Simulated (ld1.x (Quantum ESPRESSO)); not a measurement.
Run report: Nd, pseudopotential generation (part 2 of 2)

The same run, continued: neodymium (Nd, Z = 60), core [Kr] 4d10 5s2, reference valence 4f4 5p6 5d0 6s0 6p0 (an ion of charge +2), valence charge 12. Method: RRKJ potential, Wu–Cohen, scalar-relativistic, made with ld1.x (Quantum ESPRESSO) 7.5.

Output, continued:
```
     l=   0 Node at 0.00914686
     l=   0 Node at 0.00926191
     l=   0 Node at 0.00937841
     l=   0 Node at 0.00949638
     l=   0 Node at 0.00961583
     l=   0 Node at 0.00973678
     l=   0 Node at 0.00985926
     l=   0 Node at 0.00998327
     l=   0 Node at 0.01010884
     l=   0 Node at 0.01023600
     l=   0 Node at 0.01036475
     l=   0 Node at 0.01049512
     l=   0 Node at 0.01062714
     l=   0 Node at 0.01076081
     l=   0 Node at 0.01089616
     l=   0 Node at 0.01103322
     l=   0 Node at 0.01117200
     l=   0 Node at 0.01131253
     l=   0 Node at 0.01145482
     l=   0 Node at 0.01159891
     l=   0 Node at 0.01174480
     l=   0 Node at 0.01189253
     l=   0 Node at 0.01204212
     l=   0 Node at 0.01219359
     l=   0 Node at 0.01234697
     l=   0 Node at 0.01250228
     l=   0 Node at 0.01265954
     l=   0 Node at 0.01281877
     l=   0 Node at 0.01298001
     l=   0 Node at 0.01314328
     l=   0 Node at 0.01330860
     l=   0 Node at 0.01347601
     l=   0 Node at 0.01364551
     l=   0 Node at 0.01381715
     l=   0 Node at 0.01399095
     l=   0 Node at 0.01416693
     l=   0 Node at 0.01434513
     l=   0 Node at 0.01452557
     l=   0 Node at 0.01470828
     l=   0 Node at 0.01489329
     l=   0 Node at 0.01508062
     l=   0 Node at 0.01527031
     l=   0 Node at 0.01546239
     l=   0 Node at 0.01565688
     l=   0 Node at 0.01585382
     l=   0 Node at 0.01605324
     l=   0 Node at 0.01625517
     l=   0 Node at 0.01645963
     l=   0 Node at 0.01666667
     l=   0 Node at 0.01687631
     l=   0 Node at 0.01708859
     l=   0 Node at 0.01730353
     l=   0 Node at 0.01752118
     l=   0 Node at 0.01774157
     l=   0 Node at 0.01796474
     l=   0 Node at 0.01819070
     l=   0 Node at 0.01841952
     l=   0 Node at 0.01865120
     l=   0 Node at 0.01888581
     l=   0 Node at 0.01912336
     l=   0 Node at 0.01936390
     l=   0 Node at 0.01960747
     l=   0 Node at 0.01985410
     l=   0 Node at 0.02010384
     l=   0 Node at 0.02035671
     l=   0 Node at 0.02061277
     l=   0 Node at 0.02087205
     l=   0 Node at 0.02113458
     l=   0 Node at 0.02140042
     l=   0 Node at 0.02166961
     l=   0 Node at 0.02194218
     l=   0 Node at 0.02221818
     l=   0 Node at 0.02249765
     l=   0 Node at 0.02278063
     l=   0 Node at 0.02306718
     l=   0 Node at 0.02335733
     l=   0 Node at 0.02365113
     l=   0 Node at 0.02394862
     l=   0 Node at 0.02424986
     l=   0 Node at 0.02455488
     l=   0 Node at 0.02486374
     l=   0 Node at 0.02517649
     l=   0 Node at 0.02549317
     l=   0 Node at 0.02581384
     l=   0 Node at 0.02613854
     l=   0 Node at 0.02646732
     l=   0 Node at 0.02680024
     l=   0 Node at 0.02713734
     l=   0 Node at 0.02747869
     l=   0 Node at 0.02782433
     l=   0 Node at 0.02817431
     l=   0 Node at 0.02852870
     l=   0 Node at 0.02888755
     l=   0 Node at 0.02925091
     l=   0 Node at 0.02961884
     l=   0 Node at 0.02999140
     l=   0 Node at 0.03036865
     l=   0 Node at 0.03075064
     l=   0 Node at 0.03113743
     l=   0 Node at 0.03152909
     l=   0 Node at 0.03192568
     l=   0 Node at 0.03232726
     l=   0 Node at 0.03273388
     l=   0 Node at 0.03314562
     l=   0 Node at 0.03356255
     l=   0 Node at 0.03398471
     l=   0 Node at 0.03441218
     l=   0 Node at 0.03484504
     l=   0 Node at 0.03528333
     l=   0 Node at 0.03572714
     l=   0 Node at 0.03617654
     l=   0 Node at 0.03663158
     l=   0 Node at 0.03709235
     l=   0 Node at 0.03755891
     l=   0 Node at 0.03803135
     l=   0 Node at 0.03850972
     l=   0 Node at 0.03899411
     l=   0 Node at 0.03948460
     l=   0 Node at 0.03998125
     l=   0 Node at 0.04048416
     l=   0 Node at 0.04099339
     l=   0 Node at 0.04150902
     l=   0 Node at 0.04203114
     l=   0 Node at 0.04255982
     l=   0 Node at 0.04309516
     l=   0 Node at 0.04363723
     l=   0 Node at 0.04418612
     l=   0 Node at 0.04474191
     l=   0 Node at 0.04530470
     l=   0 Node at 0.04587456
     l=   0 Node at 0.04645159
     l=   0 Node at 0.04703588
     l=   0 Node at 0.04762752
     l=   0 Node at 0.04822660
     l=   0 Node at 0.04883322
     l=   0 Node at 0.04944746
     l=   0 Node at 0.05006943
     l=   0 Node at 0.05069923
     l=   0 Node at 0.05133695
     l=   0 Node at 0.05198269
     l=   0 Node at 0.05263655
     l=   0 Node at 0.05329863
     l=   0 Node at 0.05396905
     l=   0 Node at 0.05464790
     l=   0 Node at 0.05533528
     l=   0 Node at 0.05603131
     l=   0 Node at 0.05673610
     l=   0 Node at 0.05744975
     l=   0 Node at 0.05817238
     l=   0 Node at 0.05890410
     l=   0 Node at 0.05964502
     l=   0 Node at 0.06039527
     l=   0 Node at 0.06115494
     l=   0 Node at 0.06192418
     l=   0 Node at 0.06270309
     l=   0 Node at 0.06349180
     l=   0 Node at 0.06429043
     l=   0 Node at 0.06509910
     l=   0 Node at 0.06591795
     l=   0 Node at 0.06674709
     l=   0 Node at 0.06758667
     l=   0 Node at 0.06843680
     l=   0 Node at 0.06929763
     l=   0 Node at 0.07016929
     l=   0 Node at 0.07105191
     l=   0 Node at 0.07194563
     l=   0 Node at 0.07285060
     l=   0 Node at 0.07376694
     l=   0 Node at 0.07469482
     l=   0 Node at 0.07563436
     l=   0 Node at 0.07658573
     l=   0 Node at 0.07754906
     l=   0 Node at 0.07852450
     l=   0 Node at 0.07951222
     l=   0 Node at 0.08051236
     l=   0 Node at 0.08152508
     l=   0 Node at 0.08255054
     l=   0 Node at 0.08358890
     l=   0 Node at 0.08464032
     l=   0 Node at 0.08570496
     l=   0 Node at 0.08678300
     l=   0 Node at 0.08787459
     l=   0 Node at 0.08897992
     l=   0 Node at 0.09009915
     l=   0 Node at 0.09123246
     l=   0 Node at 0.09238002
     l=   0 Node at 0.09354202
     l=   0 Node at 0.09471863
     l=   0 Node at 0.09591004
     l=   0 Node at 0.09711644
     l=   0 Node at 0.09833802
     l=   0 Node at 0.09957496
     l=   0 Node at 0.10082746
     l=   0 Node at 0.10209571
     l=   0 Node at 0.10337992
     l=   0 Node at 0.10468028
     l=   0 Node at 0.10599699
     l=   0 Node at 0.10733027
     l=   0 Node at 0.10868032
     l=   0 Node at 0.11004735
     l=   0 Node at 0.11143157
     l=   0 Node at 0.11283321
     l=   0 Node at 0.11425248
     l=   0 Node at 0.11568960
     l=   0 Node at 0.11714479
     l=   0 Node at 0.11861829
     l=   0 Node at 0.12011033
     l=   0 Node at 0.12162113
     l=   0 Node at 0.12315093
     l=   0 Node at 0.12469998
     l=   0 Node at 0.12626852
     l=   0 Node at 0.12785678
     l=   0 Node at 0.12946502
     l=   0 Node at 0.13109349
     l=   0 Node at 0.13274244
     l=   0 Node at 0.13441214
     l=   0 Node at 0.13610283
     l=   0 Node at 0.13781479
     l=   0 Node at 0.13954829
     l=   0 Node at 0.14130359
     l=   0 Node at 0.14308097
     l=   0 Node at 0.14488071
     l=   0 Node at 0.14670309
     l=   0 Node at 0.14854838
     l=   0 Node at 0.15041689
     l=   0 Node at 0.15230890
     l=   0 Node at 0.15422471
     l=   0 Node at 0.15616462
     l=   0 Node at 0.15812893
     l=   0 Node at 0.16011795
     l=   0 Node at 0.16213198
     l=   0 Node at 0.16417135
     l=   0 Node at 0.16623637
     l=   0 Node at 0.16832737
     l=   0 Node at 0.17044467
     l=   0 Node at 0.17258860
     l=   0 Node at 0.17475950
     l=   0 Node at 0.17695770
     l=   0 Node at 0.17918355
     l=   0 Node at 0.18143740
     l=   0 Node at 0.18371961
     l=   0 Node at 0.18603051
     l=   0 Node at 0.18837049
     l=   0 Node at 0.19073990
     l=   0 Node at 0.19313911
     l=   0 Node at 0.19556850
     l=   0 Node at 0.19802845
     l=   0 Node at 0.20051934
     l=   0 Node at 0.20304157
     l=   0 Node at 0.20559551
     l=   0 Node at 0.20818159
     l=   0 Node at 0.21080019
     l=   0 Node at 0.21345173
     l=   0 Node at 0.21613662
     l=   0 Node at 0.21885529
     l=   0 Node at 0.22160815
     l=   0 Node at 0.22439563
     l=   0 Node at 0.22721818
     l=   0 Node at 0.23007624
     l=   0 Node at 0.23297024
     l=   0 Node at 0.23590064
     l=   0 Node at 0.23886791
     l=   0 Node at 0.24187250
     l=   0 Node at 0.24491488
     l=   0 Node at 0.24799553
     l=   0 Node at 0.25111493
     l=   0 Node at 0.25427357
     l=   0 Node at 0.25747193
     l=   0 Node at 0.26071053
     l=   0 Node at 0.26398987
     l=   0 Node at 0.26731045
     l=   0 Node at 0.27067280
     l=   0 Node at 0.27407745
     l=   0 Node at 0.27752492
     l=   0 Node at 0.28101575
     l=   0 Node at 0.28455049
     l=   0 Node at 0.28812970
     l=   0 Node at 0.29175392
     l=   0 Node at 0.29542374
     l=   0 Node at 0.29913971
     l=   0 Node at 0.30290242
     l=   0 Node at 0.30671247
     l=   0 Node at 0.31057043
     l=   0 Node at 0.31447693
     l=   0 Node at 0.31843256
     l=   0 Node at 0.32243795
     l=   0 Node at 0.32649372
     l=   0 Node at 0.33060051
     l=   0 Node at 0.33475895
     l=   0 Node at 0.33896970
     l=   0 Node at 0.34323341
     l=   0 Node at 0.34755076
     l=   0 Node at 0.35192241
     l=   0 Node at 0.35634905
     l=   0 Node at 0.36083137
     l=   0 Node at 0.36537007
     l=   0 Node at 0.36996585
     l=   0 Node at 0.37461945
     l=   0 Node at 0.37933158
     l=   0 Node at 0.38410299
     l=   0 Node at 0.38893441
     l=   0 Node at 0.39382660
     l=   0 Node at 0.39878033
     l=   0 Node at 0.40379637
     l=   0 Node at 0.40887550
     l=   0 Node at 0.41401852
     l=   0 Node at 0.41922624
     l=   0 Node at 0.42449945
     l=   0 Node at 0.42983900
     l=   0 Node at 0.43524571
     l=   0 Node at 0.44072042
     l=   0 Node at 0.44626401
     l=   0 Node at 0.45187732
     l=   0 Node at 0.45756123
     l=   0 Node at 0.46331664
     l=   0 Node at 0.46914445
     l=   0 Node at 0.47504556
     l=   0 Node at 0.48102090
     l=   0 Node at 0.48707140
     l=   0 Node at 0.49319800
     l=   0 Node at 0.49940167
     l=   0 Node at 0.50568337
     l=   0 Node at 0.51204408
     l=   0 Node at 0.51848480
     l=   0 Node at 0.52500654
     l=   0 Node at 0.53161031
     l=   0 Node at 0.53829714
     l=   0 Node at 0.54506809
     l=   0 Node at 0.55192420
     l=   0 Node at 0.55886655
     l=   0 Node at 0.56589623
     l=   0 Node at 0.57301433
     l=   0 Node at 0.58022196
     l=   0 Node at 0.58752025
     l=   0 Node at 0.59491035
     l=   0 Node at 0.60239340
     l=   0 Node at 0.60997057
     l=   0 Node at 0.61764306
     l=   0 Node at 0.62541205
     l=   0 Node at 0.63327877
     l=   0 Node at 0.64124443
     l=   0 Node at 0.64931030
     l=   0 Node at 0.65747761
     l=   0 Node at 0.66574766
     l=   0 Node at 0.67412174
     l=   0 Node at 0.68260115
     l=   0 Node at 0.69118721
     l=   0 Node at 0.69988128
     l=   0 Node at 0.70868470
     l=   0 Node at 0.71759886
     l=   0 Node at 0.72662514
     l=   0 Node at 0.73576496
     l=   0 Node at 0.74501974
     l=   0 Node at 0.75439094
     l=   0 Node at 0.76388001
     l=   0 Node at 0.77348843
     l=   0 Node at 0.78321772
     l=   0 Node at 0.79306939
     l=   0 Node at 0.80304497
     l=   0 Node at 0.81314603
     l=   0 Node at 0.82337415
     l=   0 Node at 0.83373092
     l=   0 Node at 0.84421797
     l=   0 Node at 0.85483692
     l=   0 Node at 0.86558945
     l=   0 Node at 0.87647722
     l=   0 Node at 0.88750195
     l=   0 Node at 0.89866535
     l=   0 Node at 0.90996917
     l=   0 Node at 0.92141517
     l=   0 Node at 0.93300515
     l=   0 Node at 0.94474091
     l=   0 Node at 0.95662428
     l=   0 Node at 0.96865714
     l=   0 Node at 0.98084134
     l=   0 Node at 0.99317881
     l=   0 Node at 1.00567146
     l=   0 Node at 1.01832125
     l=   0 Node at 1.03113015
     l=   0 Node at 1.04410017
     l=   0 Node at 1.05723334
     l=   0 Node at 1.07053170
     l=   0 Node at 1.08399733
     l=   0 Node at 1.09763234
     l=   0 Node at 1.11143885
     l=   0 Node at 1.12541903
     l=   0 Node at 1.13957506
     l=   0 Node at 1.15390915
     l=   0 Node at 1.16842354
     l=   0 Node at 1.18312050
     l=   0 Node at 1.19800232
     l=   0 Node at 1.21307134
     l=   0 Node at 1.22832989
     l=   0 Node at 1.24378038
     l=   0 Node at 1.25942521
     l=   0 Node at 1.27526683
     l=   0 Node at 1.29130772
     l=   0 Node at 1.30755037
     l=   0 Node at 1.32399733
     l=   0 Node at 1.34065116
     l=   0 Node at 1.35751448
     l=   0 Node at 1.37458991
     l=   0 Node at 1.39188012
     l=   0 Node at 1.40938782
     l=   0 Node at 1.42711573
     l=   0 Node at 1.44506664
     l=   0 Node at 1.46324334
     l=   0 Node at 1.48164868
     l=   0 Node at 1.50028552
     l=   0 Node at 1.51915679
     l=   0 Node at 1.53826543
     l=   0 Node at 1.55761443
     l=   0 Node at 1.57720681
     l=   0 Node at 1.59704562
     l=   0 Node at 1.61713399
     l=   0 Node at 1.63747503
     l=   0 Node at 1.65807193
     l=   0 Node at 1.67892790
     l=   0 Node at 1.70004622
     l=   0 Node at 1.72143017
     l=   0 Node at 1.74308309
     l=   0 Node at 1.76500838
     l=   0 Node at 1.78720945
     l=   0 Node at 1.80968978
     l=   0 Node at 1.83245287
     l=   0 Node at 1.85550229
     l=   0 Node at 1.87884164
     l=   0 Node at 1.90247456
     l=   0 Node at 1.92640474
     l=   0 Node at 1.95063593
     l=   0 Node at 1.97517191
     l=   0 Node at 2.00001651
     l=   0 Node at 2.02517363
     l=   0 Node at 2.05064717
     l=   0 Node at 2.07644114
     l=   0 Node at 2.10255955
     l=   0 Node at 2.12900650
     l=   0 Node at 2.15578610
     l=   0 Node at 2.18290255
     l=   0 Node at 2.21036009
     l=   0 Node at 2.23816299
     l=   0 Node at 2.26631562
     l=   0 Node at 2.29482236
     l=   0 Node at 2.32368767
     l=   0 Node at 2.35291607
     l=   0 Node at 2.38251211
     l=   0 Node at 2.41248042
     l=   0 Node at 2.44282569
     l=   0 Node at 2.47355265
     l=   0 Node at 2.50466611
     l=   0 Node at 2.53617094
     l=   0 Node at 2.56807204
     l=   0 Node at 2.60037441
      This function has  965 nodes for 0 < r <    2.600

 %%%%%%%%%%%%%%%%%%%%%%%%%%%%%%%%%%%%%%%%%%%%%%%%%%%%%%%%%%%%%%%%%%%%%%%%%%%%%%
     Error in routine compute_phi (1):
     phi has nodes before r_c
 %%%%%%%%%%%%%%%%%%%%%%%%%%%%%%%%%%%%%%%%%%%%%%%%%%%%%%%%%%%%%%%%%%%%%%%%%%%%%%

     stopping ...
```

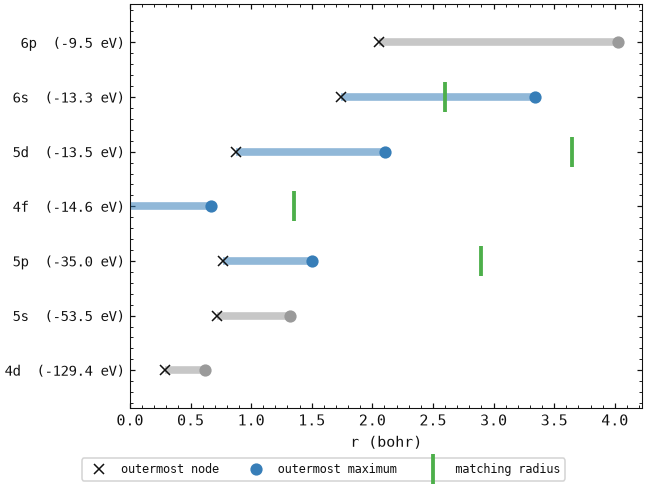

Outer shells of the all-electron reference atom: each bar runs from the outermost node (or the nucleus) to the outermost maximum of u(r); the tick is the radius chosen for the pseudo-wave. Shells without a tick have no pseudo-wave of their own. Levels, nodes and maxima are from ld1.x, scalar-relativistic.

- Radii against the shells: 5p: 2.90 bohr, outside the maximum; 4f: 1.35 bohr, outside the maximum; 5d: 3.65 bohr, outside the maximum; 6s: 2.60 bohr, between node and maximum.

Outcome:

```tsv
quantity	value
outcome	ended with an error
hardware	1 CPU thread, shared host
```

Diagnosis:

The generator stopped with the message “compute_phi: phi has nodes before r_c”. In words: the RRKJ expansion in Bessel functions gave a pseudo-wave with a node inside its radius.
